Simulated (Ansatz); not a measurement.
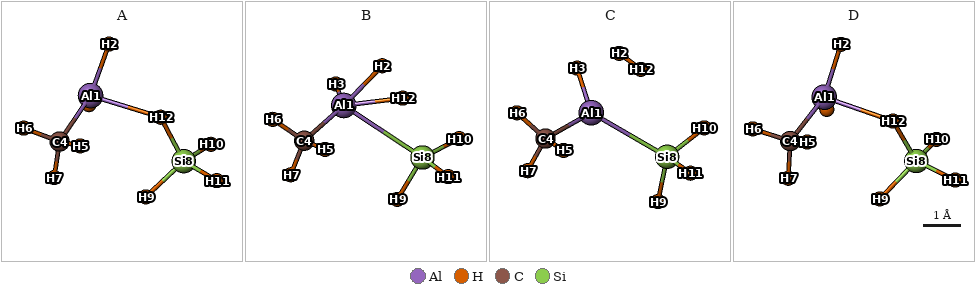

4 geometries from a converged minimum-energy path of CH$_{9}$AlSi, shuffled. A ball-and-stick model, seen at a tilt.

Level of theory: RKS PBE0-D4/6-31G* (Ansatz 0.2.0). Set-up: 7 movable images; climbing image; force threshold 0.05 eV/Å; iteration limit 60; starting path through a guess of the saddle point.

> Which of them lies highest in energy?

B. In order along the path, whose images run from 0 to 8: D (image 1, 0.00 eV), A (image 2, +0.01 eV), B (image 5, +1.15 eV), C (image 7, +0.20 eV). Breaking: Al1–H2 (1.60 → 1.72 at the top → 2.33 Å), Si8–H12 (1.51 → 1.90 at the top → 3.24 Å). Forming: Al1–Si8 (3.12 → 2.63 at the top → 2.46 Å), H2–H12 (2.60 → 1.12 at the top → 0.75 Å).

The run took 7.5 min on 1 thread of Arm Neoverse V1, on a shared host, peak memory 0.14 GiB.
